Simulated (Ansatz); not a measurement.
A series of calculations on BNH$_{6}$O

**1. Relaxation**

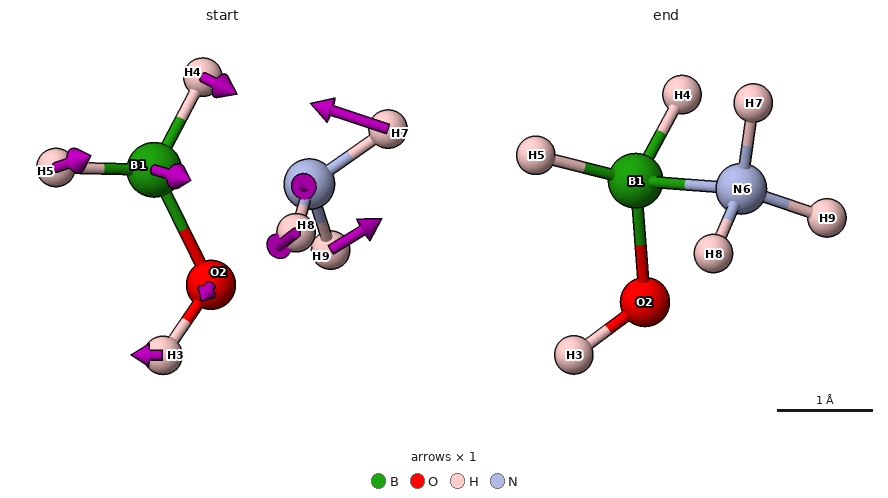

The structure of BNH6O before (left) and after (right) a relaxation, at one scale. The purple arrows give the displacements, at their true length.

Style: ball-and-stick. Shown from a free direction.

The run prepares an end point of a later path (reaction) calculation, from a guessed geometry.

The calculation used RKS B3LYP-D4/6-31G* (Ansatz 0.2.0). Set-up: no spin polarisation; force threshold 0.03 eV/Å; at most 50 steps.

Question: Summarise the run.

Answer: The atom that moves furthest after the best rigid fit is H7 (0.88 Å). By element the largest moves are H 0.88 Å, B 0.60 Å, N 0.46 Å, O 0.24 Å. Near-neighbour distances that change, for instance: B1–N6 2.745 → 1.735 Å, B1–O2 1.388 → 1.431 Å, B1–H4 1.193 → 1.214 Å, B1–H5 1.197 → 1.217 Å. New bonds form, among them: B1–N6 (2.74 → 1.73 Å). Among the angles between lasting bonds that change: H4–B1–H5 123.2° → 115.1°, O2–B1–H5 120.4° → 117.2°, O2–B1–H4 116.1° → 113.8°. After 12 accepted moves (13 points after the start) the energy has fallen by 0.416 eV. The largest force component goes from 0.69 to 0.022 eV/Å. The line search rejected the trial step at point 8 of the run. The forces were under the threshold at step 10, but the run went on from there.

Limits of the set-up: the start holds two separate molecules, 2.2 Å apart at their closest, whose relative position is a soft coordinate.

**2. Relaxation**

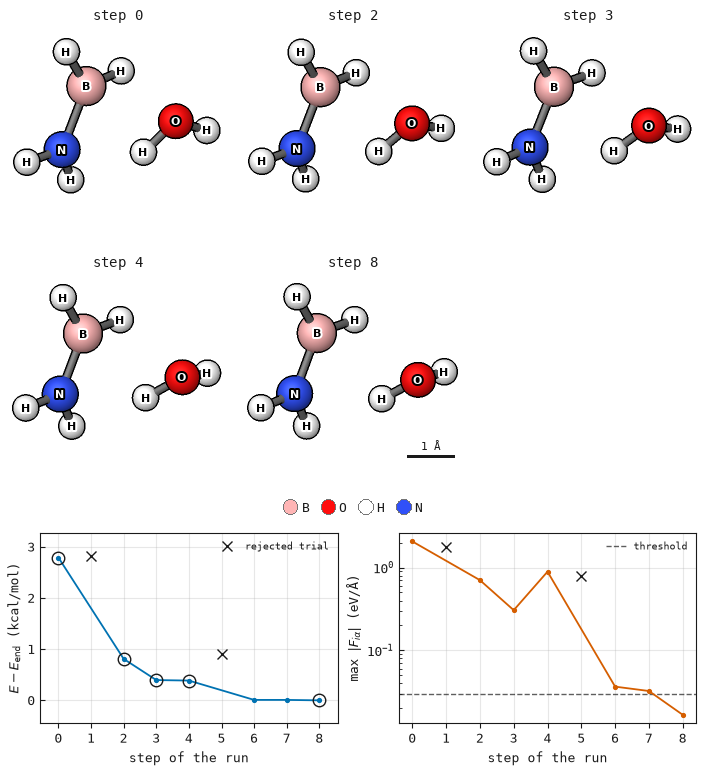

Frames of a relaxation of BNH6O, marked on the history of the run. The picture is a ball-and-stick view, seen at a tilt.

The run prepares an end point of a later path (reaction) calculation, from a guessed geometry.

Computed with Ansatz 0.2.0, RKS B3LYP-D4/6-31G*. Settings: no spin polarisation; force threshold 0.03 eV/Å; at most 50 steps.

Describe the path.

The largest move after the best rigid fit is that of the O atom, 0.33 Å. By element the largest moves are O 0.33 Å, H 0.14 Å, B 0.11 Å, N 0.09 Å. Some distances before and after: B–N 1.477 → 1.401 Å, H–O 0.988 → 0.971 Å. After 6 accepted moves (8 points after the start) the energy has fallen by 2.79 kcal/mol. Largest force component: 2.1 eV/Å at the start, 0.017 eV/Å at the end. The line search rejected the trial steps at points 1, 5 of the run. The run took 20 s on 1 thread of Intel(R) Xeon(R) Platinum 8259CL CPU @ 2.50GHz (Skylake/Cascade Lake), on a shared host, peak memory 0.15 GiB. From step 0 to 2: the O atom moves most (0.08 Å), energy −1.98 kcal/mol. From step 2 to 3: an H atom moves most (0.07 Å), energy −0.41 kcal/mol. From step 3 to 4: the O atom moves most (0.15 Å), energy −0.01 kcal/mol. From step 4 to 8: an H atom moves most (0.08 Å), energy −0.39 kcal/mol.

```csv
step,"E − E(0), kcal/mol","largest force component, eV/Å",note
0,0.00,2.0641,
1,0.03,1.7728,rejected
2,-1.98,0.7043,
3,-2.39,0.3059,
4,-2.40,0.8912,
5,-1.89,0.7802,rejected
6,-2.78,0.0366,
7,-2.78,0.0324,
8,-2.79,0.0167,
```

Limits of the set-up: the start holds two separate molecules, 2.3 Å apart at their closest, whose relative position is a soft coordinate.

**3. Path**

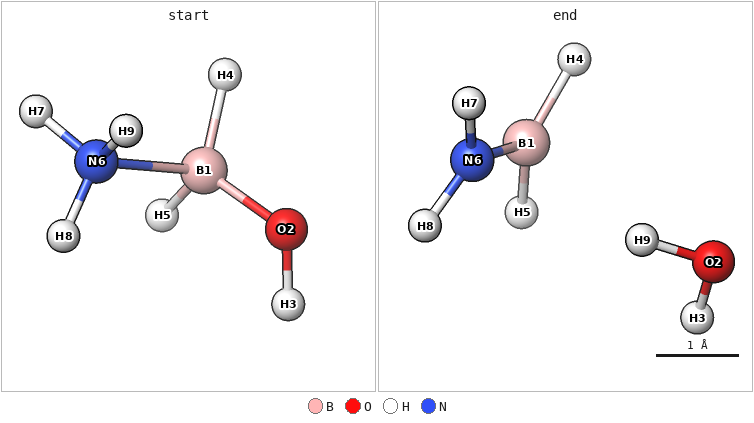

The two relaxed end points of a path for BNH6O. Style: ball-and-stick. Shown from a free direction.

Method: RKS B3LYP-D4/6-31G* in Ansatz 0.2.0.

Run with 5 movable images; climbing image; force threshold 0.05 eV/Å; iteration limit 60.

Start:
```xyz
9

B     0.0576    0.1213    0.3540
O    -0.4840   -0.5330    1.5058
H    -1.4222   -0.7178    1.3767
H     1.2297   -0.1258    0.1568
H    -0.6380    0.1576   -0.6445
N     0.1544    1.7937    0.8037
H     0.6554    2.3529    0.1121
H    -0.7687    2.2049    0.9464
H     0.6555    1.8495    1.6910
```

End:
```xyz
9

B     0.2758    0.6422   -0.2983
O    -0.4280   -0.3997    2.4262
H    -1.2544   -0.6753    2.0019
H     1.3403    0.1078   -0.3588
H    -0.7212    0.1386   -0.7269
N     0.1839    1.9146    0.2801
H     0.9899    2.4260    0.6156
H    -0.6681    2.4599    0.2968
H    -0.2785    0.4893    2.0655
```

### What barrier does the band find between them, and by what path?

The highest point, image 4, lies 23.8 kcal/mol above the start and 11.0 kcal/mol above the end; the end is at +12.8 kcal/mol relative to the start. Breaking: B1–O2 (1.43 → 1.64 at the top → 3.00 Å), N6–H9 (1.02 → 1.38 at the top → 2.33 Å). Forming: O2–H9 (2.65 → 1.18 at the top → 0.97 Å). The band is converged.

Energies of the converged images:

```tsv
image	path (Å)	E (kcal/mol)
0	0.00	0.0
1	0.55	0.4
2	1.10	1.0
3	1.65	5.9
4	2.20	23.8
5	2.90	15.5
6	3.60	12.8
```

The geometry at the top of the path:

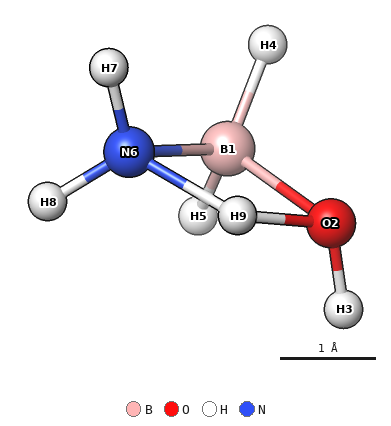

The run took 2.8 min on 1 thread of Intel(R) Xeon(R) Platinum 8259CL CPU @ 2.50GHz (Skylake/Cascade Lake), on a shared host, peak memory 0.13 GiB.
